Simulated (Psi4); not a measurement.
# M06-2X/def2-TZVPD (sweep point 4) run of AlH (SMILES [AlH])

Aim: the vertical ionisation energy of AlH at M06-2X/def2-TZVPD (sweep point 4), from 2 runs. The job is set up through a Python script.

Program for the calculation: Psi4 1.11.

## 1. The system as given

AlH has 2 atoms, charge 0, and is taken as a singlet. SMILES: `[AlH]`. The shape comes from GFN2-xTB, which is rough for such elements, and wasn't checked as a minimum.

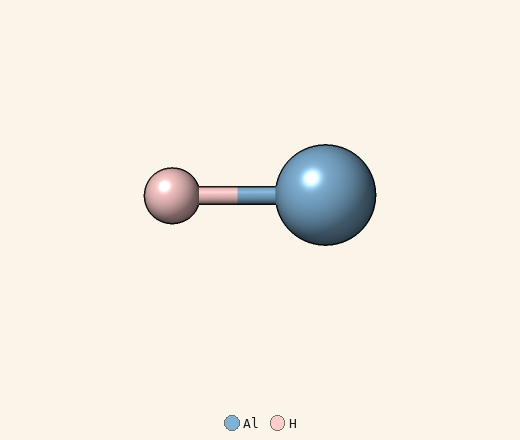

Viewed from a chosen angle; aluminium light blue, hydrogen pink.

## 2. A single-point energy at M06-2X/def2-TZVPD (sweep point 4)

File job.py:

```python
import psi4

psi4.set_memory('1600 MB')
psi4.set_num_threads(1)
psi4.set_output_file('run.log', False)

mol = psi4.geometry("""
0 1
Al     0.000000     0.000000     0.000000
H      0.000000     0.000000     1.613470
symmetry c1
""")

psi4.set_options({
    'puream': True,
    'scf_type': 'pk',
    'dft_radial_points': 99,
    'dft_spherical_points': 590,
})

e_tot, wfn = psi4.energy('m06-2x/def2-TZVPD', return_wfn=True)
print(f'total energy {e_tot:.8f} hartree = {e_tot * 27.211386:.5f} eV')
for k, v in sorted(psi4.core.scalar_variables().items()):
    print(f'{k:45s} {v:18.10f}')
```

On the command line:

```sh
$ python job.py
```

run.log:

```text
[...]
  Running in c1 symmetry.
[...]
  Nuclear repulsion =    4.263670064339592
[...]
  Multiplicity = 1
[...]
  Nalpha       = 7
  Nbeta        = 7
[...]
    Number of basis functions: 52
[...]
   @RKS iter   1:  -242.94500461745383   -4.17108e-01   3.77804e-03 DIIS/ADIIS
[...]
   @RKS iter   6:  -242.95742620101194   -4.49989e-08   6.02072e-07 DIIS
[...]
    Orbital Energies [Eh]
    ---------------------
    Doubly Occupied:
       1A    -56.854521     2A     -4.383909     3A     -2.884892
       4A     -2.884892     5A     -2.880798     6A     -0.421583
       7A     -0.244852
[...]
  @RKS Final Energy:  -242.95742620101194
   => Energetics <=
    Nuclear Repulsion Energy =              4.2636700643395917
    One-Electron Energy =                -346.0136559907601850
    Two-Electron Energy =                 107.7786271048818350
    DFT Exchange-Correlation Energy =      -8.9860673794731927
    Empirical Dispersion Energy =           0.0000000000000000
    VV10 Nonlocal Energy =                  0.0000000000000000
    Total Energy =                       -242.9574262010119696
[...]
 Multipole Moments:
 ------------------------------------------------------------------------------------
     Multipole            Electronic (a.u.)      Nuclear  (a.u.)        Total (a.u.)
 ------------------------------------------------------------------------------------
 L = 1.  Multiply by 2.5417464519 to convert [e a0] to [Debye]
 Dipole X            :          0.0000000            0.0000000            0.0000000
 Dipole Y            :         -0.0000000            0.0000000           -0.0000000
 Dipole Z            :         -1.5431513            1.5119950           -0.0311563
 Magnitude           :                                                    0.0311563
[...]
```

On the terminal:

```text
total energy -242.95742620 hartree = -6611.20831 eV
CURRENT ENERGY                                   -242.9574262010
CURRENT REFERENCE ENERGY                         -242.9574262010
DD SOLVATION ENERGY                                 0.0000000000
DFT FUNCTIONAL TOTAL ENERGY                      -242.9574262010
DFT TOTAL ENERGY                                 -242.9574262010
DFT VV10 ENERGY                                     0.0000000000
DFT XC ENERGY                                      -8.9860673795
GRID ELECTRONS ALPHA                                6.9999999972
GRID ELECTRONS BETA                                 6.9999999972
GRID ELECTRONS TOTAL                               13.9999999944
NUCLEAR REPULSION ENERGY                            4.2636700643
ONE-ELECTRON ENERGY                              -346.0136559908
PCM POLARIZATION ENERGY                             0.0000000000
PE ENERGY                                           0.0000000000
SCF ITERATION ENERGY                             -242.9574262010
SCF ITERATIONS                                      6.0000000000
SCF TOTAL ENERGY                                 -242.9574262010
TWO-ELECTRON ENERGY                               107.7786271049
XC GRID RADIAL POINTS                              99.0000000000
XC GRID SPHERICAL POINTS                          590.0000000000
XC GRID TOTAL POINTS                           113057.0000000000
```

It took 6 s on 1 thread of Intel Xeon Platinum 8488C (Sapphire Rapids), shared host; peak memory 0.63 GiB.

## 3. The doublet cation, same level

File calc.py:

```python
import psi4

psi4.set_memory('1600 MB')
psi4.set_num_threads(1)
psi4.set_output_file('alh.out', False)

m = psi4.geometry("""
1 2
Al     0.000000     0.000000     0.000000
H      0.000000     0.000000     1.613470
units angstrom
symmetry c1
""")

psi4.set_options({
    'basis': 'def2-TZVPD',
    'reference': 'uks',
    'puream': True,
    'scf_type': 'pk',
    'dft_radial_points': 99,
    'dft_spherical_points': 590,
    'maxiter': 150,
})

e_tot = psi4.energy("m06-2x")
print('E =', round(e_tot, 9))
```

On the command line:

```sh
$ python calc.py
```

alh.out:

```text
[...]
  Running in c1 symmetry.
[...]
  Nuclear repulsion =    4.263670064339592
[...]
  Multiplicity = 2
[...]
  Nalpha       = 7
  Nbeta        = 6
[...]
    Number of basis functions: 52
[...]
   @UKS iter   1:  -242.63635539872215   -1.08459e-01   3.37625e-03 ADIIS/DIIS
[...]
   @UKS iter   9:  -242.65946638694535   -1.29922e-08   2.31538e-07 DIIS
[...]
   @S^2 Observed:                7.584812615E-01
[...]
    Orbital Energies [Eh]
    ---------------------
    Alpha Occupied:
       1A    -57.189235     2A     -4.713496     3A     -3.213186
       4A     -3.213186     5A     -3.212720     6A     -0.721223
       7A     -0.552626
    Alpha Virtual:
       8A     -0.281613     9A     -0.281613    10A     -0.151330
      11A     -0.133469    12A     -0.094194    13A     -0.094194
      14A     -0.089121    15A     -0.089121    16A     -0.055664
      17A     -0.024766    18A      0.016491    19A      0.016491
      20A      0.031715    21A      0.031715    22A      0.052597
      23A      0.052597    24A      0.079811    25A      0.115357
[...]
  @UKS Final Energy:  -242.65946638694535
   => Energetics <=
    Nuclear Repulsion Energy =              4.2636700643395917
    One-Electron Energy =                -341.6169235727522846
    Two-Electron Energy =                 103.5561809909569035
    DFT Exchange-Correlation Energy =      -8.8623938694895408
    Empirical Dispersion Energy =           0.0000000000000000
    VV10 Nonlocal Energy =                  0.0000000000000000
    Total Energy =                       -242.6594663869453541
[...]
 Multipole Moments:
 ------------------------------------------------------------------------------------
     Multipole            Electronic (a.u.)      Nuclear  (a.u.)        Total (a.u.)
 ------------------------------------------------------------------------------------
 L = 1.  Multiply by 2.5417464519 to convert [e a0] to [Debye]
 Dipole X            :         -0.0000000            0.0000000           -0.0000000
 Dipole Y            :          0.0000000            0.0000000            0.0000000
 Dipole Z            :         -1.7001694            1.5119950           -0.1881744
 Magnitude           :                                                    0.1881744
[...]
```

On the terminal:

```text
E = -242.659466387
```

Wall time 9.3 s (1 thread of Intel Xeon Platinum 8488C (Sapphire Rapids), shared host); peak memory 0.63 GiB.

## 4. Results

Level: M06-2X/def2-TZVPD (sweep point 4).

| quantity | value |
| --- | --- |
| singlet AlH: total energy | -242.95743 Eh |
| singlet AlH: dipole moment | 0.08 D |
| singlet AlH: HOMO energy | -6.66 eV |
| singlet AlH: LUMO energy | -1.00 eV |
| singlet AlH: HOMO–LUMO gap | 5.67 eV |
| doublet cation: total energy | -242.65947 Eh |
| doublet cation: HOMO energy (highest over α and β) | -15.04 eV |
| doublet cation: LUMO energy (lowest over α and β) | -10.01 eV |
| doublet cation: ⟨S²⟩ | 0.758 |
| vertical ionisation energy (to the doublet cation) | 8.108 eV |

In words: Removing an electron at fixed nuclei costs 8.11 eV (187 kcal/mol). −ε(HOMO) before ionisation, 6.66 eV, is 1.45 eV below this ionisation energy.
